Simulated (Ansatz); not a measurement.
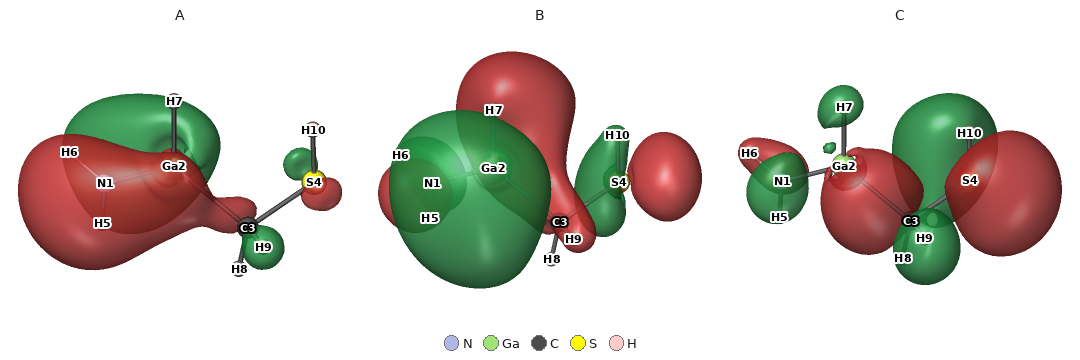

*CH₆GaNS (SMILES [NH2][GaH][CH2]S). Three frontier orbitals at ±0.06 Å⁻³ᐟ² (green and red are the two phases), in no order.*

Geometry: PBE0-D4/def2-TZVP.

The calculation used Ansatz 0.2.0, RKS PBE0-D4/def2-TZVPP.

```xyz
10

N    -1.7617    1.0152   -0.4382
Ga   -0.0965    0.7437    0.2278
C     0.5180   -1.1042    0.5251
S     1.8106   -1.3573   -0.7339
H    -2.4098    0.2783   -0.6574
H    -2.1015    1.9122   -0.7400
H     0.8319    1.9817    0.4477
H    -0.2681   -1.8177    0.2721
H     0.8952   -1.3501    1.5170
H     2.5819   -0.3020   -0.4203
```

Question: Which picture is the HOMO−1, the HOMO and the LUMO?

Answer: A is the HOMO−1 (−7.39 eV). It lies mainly on N1 (about 70 %) and Ga2 (about 15 %); largely a lone pair of N1. C is the HOMO (−6.55 eV). By Hirshfeld shares it lies mainly on S4 (about 65 %), C3 (about 15 %) and Ga2 (about 10 %). B is the LUMO (−0.45 eV). Its weight (Hirshfeld) is mainly on Ga2 (about 65 %), S4 (about 10 %), N1 (about 10 %) and C3 (about 5 %).

Question: What is the HOMO–LUMO gap?

Answer: 6.10 eV between the orbital energies.
